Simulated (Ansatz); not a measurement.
CH3FInO (SMILES [OH][In+][CH2]F) (charge +1)

```xyz
7

C    -1.2199   -2.4402    0.3978
F    -2.2956   -2.0578    1.0828
In   -0.4422   -0.6604   -0.7181
O     0.3639    0.9547   -1.4395
H     0.1285    1.2444   -2.3385
H    -0.3825   -2.7375    1.0485
H    -1.4524   -3.1775   -0.3858
```

Geometry: B3LYP-D3(BJ)/def2-SVP; core potentials replace the inner electrons of In.

Level of theory: isolated molecule in a Gaussian basis; Kohn-Sham density functional theory, functional PBE0 in Ansatz 0.2.0.

Q: What will maps of the electron density and electron localisation function show?

A: In–O (1.94 Å): the density is about 0.89 e/Å³ at the midpoint; the ELF peaks at about 0.80 in the valence shell of O, 0.6 Å from its nucleus, and drops to about 0.20 between the two atoms.
C–In (2.24 Å): ρ is about 0.62 e/Å³ halfway; the ELF peaks at about 0.85 in the valence shell of C, 0.8 Å from its nucleus, and drops to about 0.25 between the two atoms.
C–H (1.10 Å): the density is about 2.1 e/Å³ at the midpoint; the ELF climbs to about 1 towards the hydrogen, as it does in any bond to H (a covalent bond by its length).

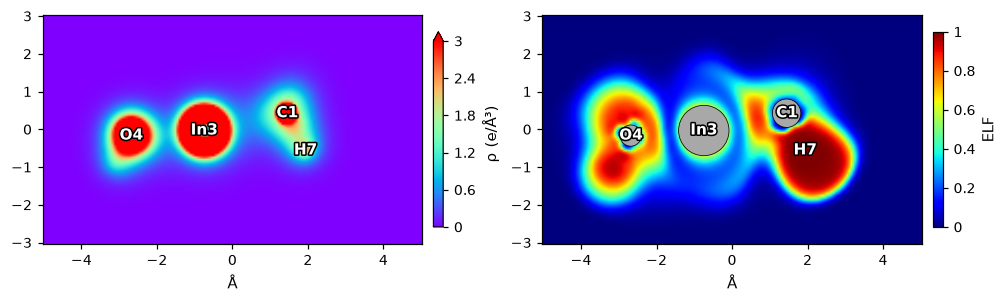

Computed electron density and electron localisation function on the plane of atoms In3, C1 and H7, in this order. Grey discs cover the atomic cores in the ELF map. 
